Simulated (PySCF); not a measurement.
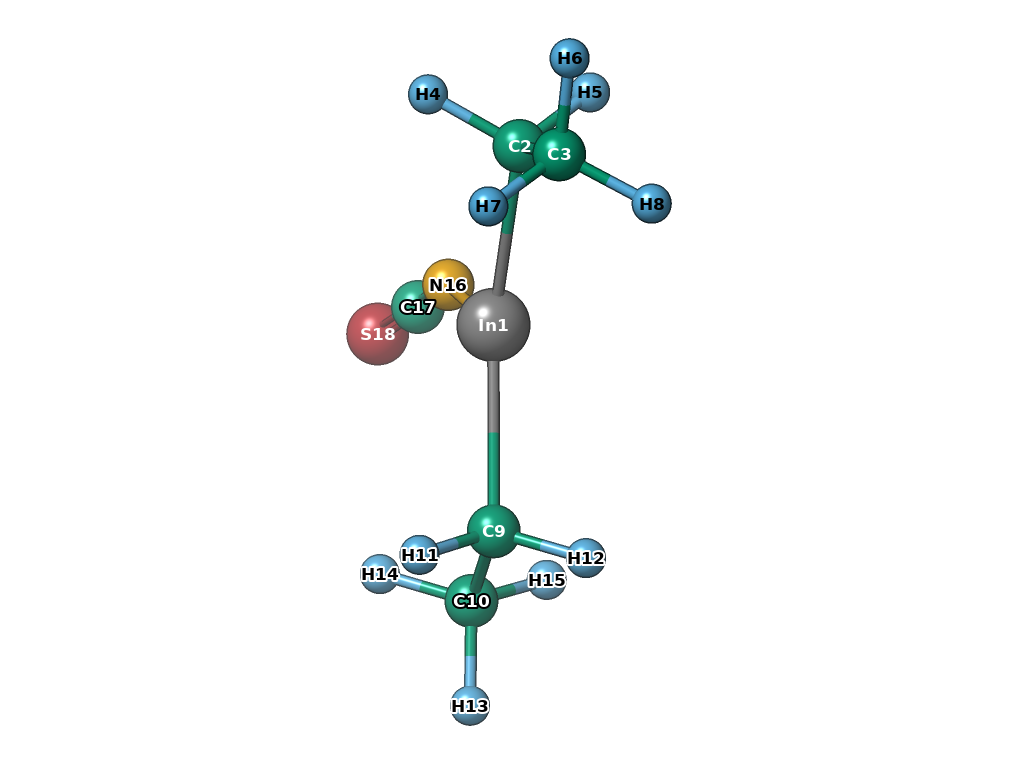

C2 lies behind C3. The molecule seen a little off the C3–C2 bond, C3 in front. Depth is shown by fading: the farther an atom, the more it takes the colour of the background. The geometry was computed by an optimisation with PBE0-D3(BJ)/def2-SVP. No frequency run is at hand to confirm it as a minimum.

### What is the torsion angle H6–C3–C2–In1? The sign is positive where the front bond must turn clockwise to cover the back bond.

180°, antiperiplanar (anti). The bonds about C3–C2 are staggered.
